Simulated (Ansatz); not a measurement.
Run report: CH$_{8}$Sn, geometry relaxation (part 2 of 2)

CH$_{8}$Sn; RKS B3LYP-D4/def2-SVP (Ansatz 0.2.0). The input holds or restrains some coordinates. Forces given for the steps count only the free coordinates. It belongs to a series of runs on one base structure; here: pulled along the bonds that form and break, towards end B.

Geometry of the input (Å):
```
Sn 0.0000  0.0000  0.0000
C  0.0000  0.0000  2.5000
H  -0.9996  -0.3092  2.8705
H  0.7676  -0.7111  2.8705
H  0.2320  1.0203  2.8705
H  1.6408  0.0000  -0.5794
H  -0.8195  1.4198  -0.5794
H  -0.8195  -1.4198  -0.5794
H  1.0699  1.6134  0.6433
H  0.8382  1.2641  1.6686
```

Trajectory as extended XYZ, continued
```
10
Properties=species:S:1:pos:R:3:forces:R:3 step=6 energy=-6997.71115
Sn    0.1825    0.2791   -0.5019    0.1722   0.2480  -0.0514
C     0.1091    0.1538    2.8497    0.5438   0.6902  -0.5003
H    -0.9235   -0.2076    2.8068   -0.0873   0.1209   0.0251
H     0.8185   -0.6660    3.0428   -0.0641   0.2509   0.4991
H     0.2323    1.0886    3.4196   -0.1457  -0.5916   1.1219
H     1.7754   -0.1586   -0.9448   -0.0118  -0.2856  -1.1576
H    -0.9887    1.4632   -0.8985   -0.1997  -0.1173  -1.0623
H    -0.7187   -1.2511   -0.4068    0.3714   0.6002   0.6473
H     0.9850    1.5407    0.3980   -0.1898  -0.2082   0.7692
H     0.4379    0.6352    1.9204   -0.3891  -0.7075  -0.2910
10
Properties=species:S:1:pos:R:3:forces:R:3 step=7 energy=-6998.40997
Sn    0.2144    0.3275   -0.4955    0.2370   0.3373  -0.5715
C     0.1097    0.1582    2.8680    0.1637   0.3576   0.0310
H    -0.9275   -0.2036    2.8213    0.0431   0.0439   0.0986
H     0.8086   -0.6590    3.0994   -0.0837   0.0766   0.2748
H     0.2162    1.0322    3.5339   -0.1102  -0.4328   0.4121
H     1.7452   -0.1846   -1.1357   -0.3485  -0.0129  -0.7063
H    -0.9937    1.4301   -1.0771    0.1589  -0.2750  -0.6685
H    -0.6670   -1.1714   -0.2836    0.2681   0.4250   0.5790
H     0.9927    1.5604    0.4432   -0.1874  -0.2655   0.4267
H     0.4114    0.5878    1.9112   -0.1409  -0.2543   0.1241
10
Properties=species:S:1:pos:R:3:forces:R:3 step=8 energy=-6998.83813
Sn    0.2425    0.3698   -0.4930    0.2010   0.2916  -0.8854
C     0.1037    0.1497    2.8784   -0.0104   0.1516   0.4227
H    -0.9350   -0.2112    2.8315    0.0737   0.0003   0.0426
H     0.7904   -0.6673    3.1396   -0.0568  -0.0410   0.1015
H     0.1938    0.9769    3.6025   -0.0720  -0.2131   0.1240
H     1.6766   -0.1759   -1.3152   -0.3695   0.0711  -0.3291
H    -0.9544    1.3819   -1.2476    0.2280  -0.2613  -0.3243
H    -0.6152   -1.0928   -0.1142    0.2229   0.3480   0.4226
H     1.0021    1.5796    0.4840   -0.1699  -0.2681   0.1372
H     0.4054    0.5668    1.9191   -0.0470  -0.0792   0.2881
10
Properties=species:S:1:pos:R:3:forces:R:3 step=9 energy=-6999.05485
Sn    0.2625    0.4012   -0.4931    0.1432   0.2050  -0.9501
C     0.0957    0.1373    2.8802    0.0103   0.1481   0.6302
H    -0.9416   -0.2211    2.8124    0.0432  -0.0082  -0.0283
H     0.7685   -0.6884    3.1508   -0.0350  -0.0694  -0.0022
H     0.1673    0.9261    3.6495   -0.0589  -0.1437   0.0008
H     1.5991   -0.1641   -1.4437   -0.2333   0.0419  -0.1077
H    -0.9108    1.3273   -1.3707    0.1342  -0.1675  -0.1114
H    -0.5624   -1.0154    0.0579    0.1857   0.2900   0.2261
H     1.0122    1.5978    0.5050   -0.1388  -0.2276  -0.0528
H     0.4196    0.5767    1.9370   -0.0506  -0.0685   0.3953
10
Properties=species:S:1:pos:R:3:forces:R:3 step=10 energy=-6999.17631
Sn    0.2770    0.4060   -0.5020    0.1719   0.1428  -0.7635
C     0.0851    0.1429    2.8685    0.0929   0.3552   0.6967
H    -0.9515   -0.1896    2.7105    0.0691   0.0266  -0.0303
H     0.7437   -0.7269    3.0209   -0.0632   0.0330  -0.0459
H     0.1328    0.7985    3.7619   -0.0673  -0.2839  -0.1006
H     1.5556   -0.2071   -1.5004   -0.1979   0.0550  -0.0331
H    -0.9242    1.2575   -1.4119    0.1148  -0.1253  -0.0327
H    -0.4866   -0.9490    0.2304    0.1041   0.1642   0.0681
H     1.0356    1.6041    0.4853   -0.1042  -0.1646  -0.1569
H     0.4427    0.7411    2.0220   -0.1203  -0.2029   0.3981
10
Properties=species:S:1:pos:R:3:forces:R:3 step=11 energy=-6999.21779
Sn    0.2863    0.3916   -0.5003    0.1773   0.1734  -0.6703
C     0.0819    0.1624    2.8654    0.2889   0.7183   0.7632
H    -0.9466   -0.1467    2.6125    0.1506   0.1359   0.0407
H     0.7303   -0.7361    2.9027   -0.1179   0.2859  -0.0753
H     0.0921    0.6660    3.8728   -0.0725  -0.4707  -0.6285
H     1.5069   -0.2380   -1.5517   -0.1042   0.0211   0.0267
H    -0.9201    1.1928   -1.4410    0.0451  -0.0672   0.0256
H    -0.4431   -0.9195    0.3269    0.0692   0.0827  -0.0069
H     1.0493    1.5992    0.4746   -0.0907  -0.1685  -0.2354
H     0.4729    0.9057    2.1233   -0.3459  -0.7111   0.7602
10
Properties=species:S:1:pos:R:3:forces:R:3 step=12 energy=-6999.27242
Sn    0.3121    0.3432   -0.5035    0.2612   0.2396  -0.4405
C     0.0656    0.2214    2.8544    0.0240   0.2474   0.6231
H    -0.9600   -0.0406    2.5604    0.0104   0.0281  -0.0232
H     0.7175   -0.6556    2.7282   -0.0071   0.0496  -0.0285
H     0.0654    0.5207    3.9171    0.0019  -0.0622  -0.0853
H     1.4645   -0.2390   -1.6462   -0.0312  -0.0032   0.0370
H    -0.9321    1.1510   -1.3678   -0.0491   0.0146   0.0039
H    -0.3532   -0.9693    0.3567    0.0012  -0.0669  -0.0344
H     1.0897    1.4846    0.5411   -0.0436  -0.1488  -0.4134
H     0.4403    1.0612    2.2448   -0.1675  -0.2981   0.3613
10
Properties=species:S:1:pos:R:3:forces:R:3 step=13 energy=-6999.29107
Sn    0.3446    0.3028   -0.5027    0.1709   0.2123  -0.3530
C     0.0365    0.2666    2.8520    0.0438   0.1865   0.4672
H    -0.9872    0.0569    2.5129   -0.0045   0.0147  -0.0164
H     0.6628   -0.6230    2.6992   -0.0073  -0.0080   0.0017
H     0.0166    0.5144    3.9242   -0.0147  -0.0069  -0.0064
H     1.4196   -0.1732   -1.7597   -0.0132  -0.0007  -0.0032
H    -0.9878    1.1365   -1.2031    0.0065  -0.0115   0.0270
H    -0.2263   -1.0913    0.3045    0.0242  -0.0309  -0.0276
H     1.1687    1.3780    0.5740   -0.0170  -0.1450  -0.4448
H     0.4625    1.1098    2.2841   -0.1887  -0.2105   0.3555
10
Properties=species:S:1:pos:R:3:forces:R:3 step=14 energy=-6999.30509
Sn    0.3702    0.2722   -0.4984    0.1060   0.1288  -0.4147
C     0.0089    0.3025    2.8510    0.0263   0.2062   0.2639
H    -1.0031    0.1431    2.4401    0.1397   0.0276   0.0592
H     0.6038   -0.6149    2.7340   -0.0498  -0.0037   0.0077
H    -0.0673    0.5471    3.9219   -0.0231   0.0218  -0.0463
H     1.3510   -0.0943   -1.8823   -0.1155   0.0557   0.1323
H    -1.0479    1.1253   -1.0283    0.1890  -0.1368   0.1075
H    -0.0814   -1.2115    0.2524    0.0458   0.1296  -0.0780
H     1.2603    1.2867    0.5900   -0.0327  -0.1673  -0.4838
H     0.5154    1.1213    2.3048   -0.2858  -0.2618   0.4522
10
Properties=species:S:1:pos:R:3:forces:R:3 step=15 energy=-6999.29922 accepted=F
Sn    0.4087    0.2542   -0.4971   -0.1620   0.0469  -0.4372
C    -0.0123    0.3218    2.8446    0.1816   0.2519   0.1225
H    -1.0085    0.2039    2.3750    0.2701  -0.0061   0.0913
H     0.5387   -0.6367    2.8292   -0.1932   0.1457  -0.0126
H    -0.1449    0.6453    3.8896   -0.0030  -0.0111  -0.0650
H     1.2836    0.0200   -1.9837   -0.1360   0.0445   0.2195
H    -1.0977    1.0777   -0.8444    0.3720  -0.1560   0.0921
H     0.0149   -1.2912    0.1797    0.1298   0.2034  -0.0915
H     1.3398    1.2055    0.6069    0.0151  -0.1291  -0.4961
H     0.5877    1.0770    2.2854   -0.4743  -0.3900   0.5770
10
Properties=species:S:1:pos:R:3:forces:R:3 step=16 energy=-6999.31814
Sn    0.3859    0.2636   -0.4975    0.1497   0.1364  -0.3160
C    -0.0040    0.3111    2.8454    0.0302   0.1558   0.2824
H    -1.0085    0.1750    2.4136    0.0712   0.0173   0.0320
H     0.5585   -0.6308    2.7690   -0.0372   0.0139   0.0106
H    -0.1016    0.5899    3.9058   -0.0094   0.0145  -0.0358
H     1.3052   -0.0451   -1.9267   -0.0523   0.0308   0.0570
H    -1.0593    1.1024   -0.9335    0.0864  -0.0670   0.0590
H    -0.0099   -1.2402    0.2314    0.0294   0.0564  -0.0385
H     1.3026    1.2556    0.5867   -0.0112  -0.1483  -0.4776
H     0.5412    1.0961    2.2909   -0.2567  -0.2098   0.4269
10
Properties=species:S:1:pos:R:3:forces:R:3 step=17 energy=-6999.32702
Sn    0.3971    0.2551   -0.4981    0.2122   0.1458  -0.2437
C    -0.0171    0.3201    2.8394    0.0644   0.1154   0.2951
H    -1.0167    0.2105    2.3925    0.0220   0.0105   0.0026
H     0.5088   -0.6465    2.7992   -0.0439   0.0613   0.0115
H    -0.1275    0.6312    3.8897    0.0055   0.0049  -0.0398
H     1.2702    0.0079   -1.9633   -0.0438   0.0142   0.0125
H    -1.0763    1.0753   -0.8415    0.0373  -0.0258   0.0286
H     0.0597   -1.2686    0.2098    0.0168   0.0006  -0.0203
H     1.3452    1.2224    0.5811   -0.0146  -0.1266  -0.4733
H     0.5664    1.0702    2.2764   -0.2559  -0.2004   0.4268
10
Properties=species:S:1:pos:R:3:forces:R:3 step=18 energy=-6999.32867
Sn    0.4477    0.2371   -0.4848    0.0679   0.1718  -0.4066
C    -0.0407    0.3314    2.8409    0.1100   0.0865   0.2276
H    -1.0324    0.2625    2.3690    0.0254   0.0068  -0.0112
H     0.4298   -0.6661    2.8511   -0.0597   0.1173   0.0088
H    -0.1658    0.6874    3.8753    0.0279  -0.0019  -0.0453
H     1.1659    0.0626   -2.0500    0.0434   0.0375   0.1578
H    -1.0541    1.0399   -0.7228   -0.0284  -0.0250   0.0571
H     0.1680   -1.3291    0.1549    0.0578   0.0334   0.0413
H     1.3904    1.2228    0.5824    0.0667  -0.2031  -0.4984
H     0.6011    1.0290    2.2692   -0.3110  -0.2233   0.4691
10
Properties=species:S:1:pos:R:3:forces:R:3 step=19 energy=-6999.33123
Sn    0.4347    0.2385   -0.4981    0.2524   0.0259  -0.2525
C    -0.0649    0.3455    2.8254    0.2354   0.0229   0.1578
H    -1.0453    0.3297    2.3203    0.1123  -0.0162   0.0151
H     0.3279   -0.6895    2.9079   -0.1379   0.3299  -0.0270
H    -0.2026    0.7667    3.8361    0.0696  -0.0342  -0.1143
H     1.1303    0.1570   -2.0933   -0.1555   0.0521   0.2356
H    -1.1231    0.9957   -0.5473    0.2089  -0.1171  -0.0124
H     0.3247   -1.3660    0.1296   -0.0517   0.1286  -0.0833
H     1.4743    1.1359    0.5648   -0.0476  -0.0721  -0.5232
H     0.6539    0.9642    2.2399   -0.4858  -0.3197   0.6041
10
Properties=species:S:1:pos:R:3:forces:R:3 step=20 energy=-6999.34912
Sn    0.4516    0.2224   -0.4923    0.2116   0.1178  -0.1693
C    -0.0686    0.3521    2.8255    0.0688   0.1290   0.2463
H    -1.0427    0.3663    2.3165   -0.0047   0.0046  -0.0146
H     0.2812   -0.6856    2.9188    0.0034  -0.0048  -0.0043
H    -0.1862    0.7878    3.8284    0.0040  -0.0038   0.0005
H     1.1050    0.2034   -2.0843   -0.0078   0.0069   0.0042
H    -1.1065    0.9414   -0.5266    0.0005  -0.0037   0.0022
H     0.3403   -1.3877    0.0871    0.0011   0.0005   0.0028
H     1.4688    1.1406    0.5663    0.0010  -0.0971  -0.4754
H     0.6670    0.9367    2.2458   -0.2779  -0.1494   0.4077
```

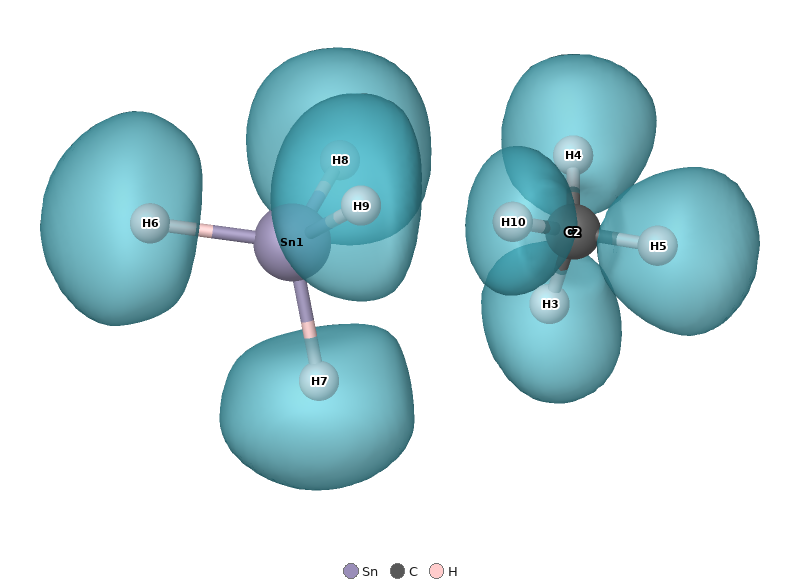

Isosurface of the ELF at 0.75 (cyan), seen at a tilt. Core shells and regions of very low density are left out. Profiles from the grid: C2···Sn1 (3.36 Å): the ELF is only about 0 between them.

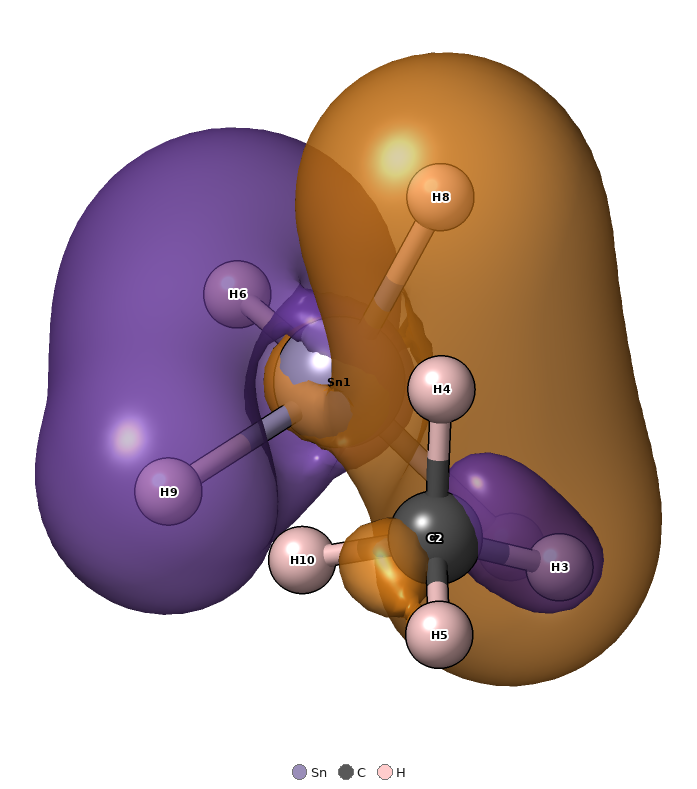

One frontier orbital at ±0.08 Å⁻³ᐟ² (orange and purple are the two phases), seen at an oblique angle. The HOMO−1, at −8.77 eV. It lies mainly on Sn1 (40 %), H6 (20 %), H8 (15 %) and H7 (10 %).

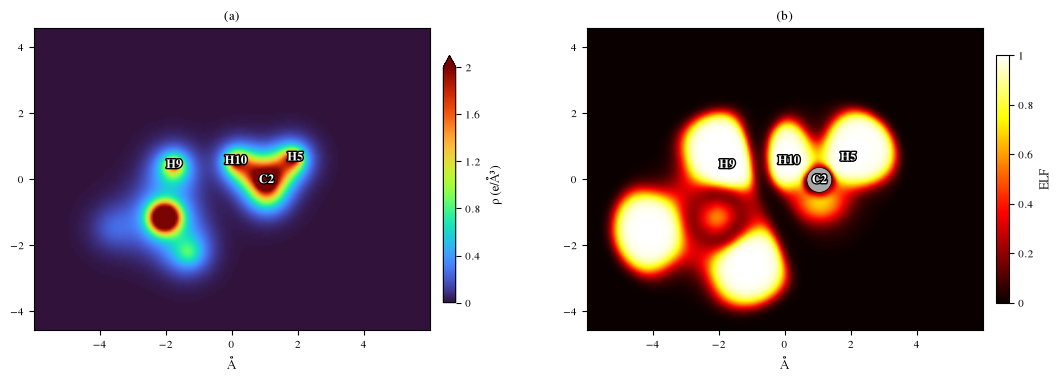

(a) electron density; (b) electron localisation function on the plane of atoms H5, C2 and H10. Grey discs, where drawn, cover atomic cores.
